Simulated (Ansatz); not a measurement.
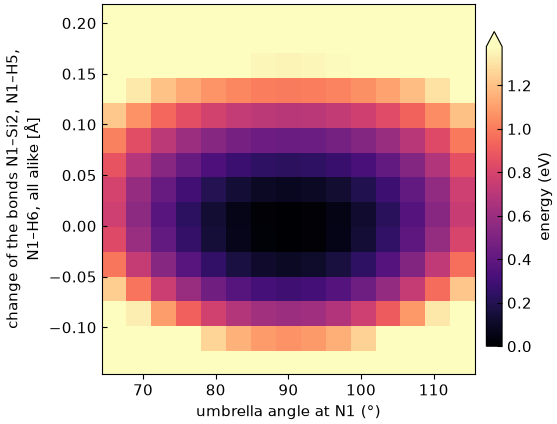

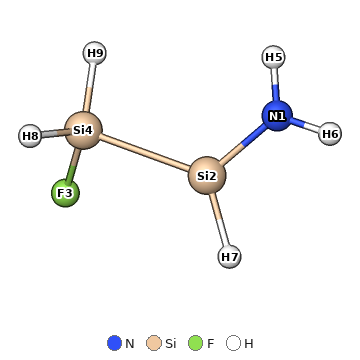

Energy landscape of FH₅NSi₂, charge +1. Coordinates scanned: (1) umbrella angle at N1 (between each of its bonds and their common axis; 90 is planar); (2) change of the bonds N1–Si2, N1–H5, N1–H6, all alike. Nothing is relaxed (all other coordinates rigid). Grid: 15 × 15 points. Points are written as (first, second). All energies are given in eV relative to the lowest grid point. These are results of RHF/def2-SVP (Ansatz 0.2.0), not measurements.

Drawn: one coloured cell a grid point, one colour for all values above the top of the scale. The second picture is the structure at the lowest point.

Q: What does the map say about the system?

A: The lowest grid point is at (90.0°, 0.012 Å). No other kind of well shows on this grid. The highest grid point, (66.0°, −0.134 Å), lies 2.80 eV above the lowest. Round the minimum the two coordinates are nearly uncoupled.

The input of one point:

```yaml
crystal:
  periodic: [false, false, false]
  atoms:
    - { symbol: "N", position_ang: [-0.004909, 1.879189, -0.278306] }
    - { symbol: Si, position_ang: [0.739273, 0.409697, -0.071884] }
    - { symbol: F, position_ang: [0.389651, -2.65582, -0.515479] }
    - { symbol: Si, position_ang: [-0.498947, -1.622388, 0.312792] }
    - { symbol: H, position_ang: [-1.012059, 2.026731, -0.259008] }
    - { symbol: H, position_ang: [0.501919, 2.748715, -0.441105] }
    - { symbol: H, position_ang: [2.199237, 0.503476, -0.15509] }
    - { symbol: H, position_ang: [-0.455654, -1.888326, 1.75044] }
    - { symbol: H, position_ang: [-1.82897, -1.442896, -0.26857] }
total_charge: 1
basis:
  gaussian: { orbitals: def2-SVP }
hamiltonian:
  xc: hf
output:
  forces: true
```

The whole map (225 points run) took 11 min on 1 thread of Arm Neoverse N1, with other jobs on the host.
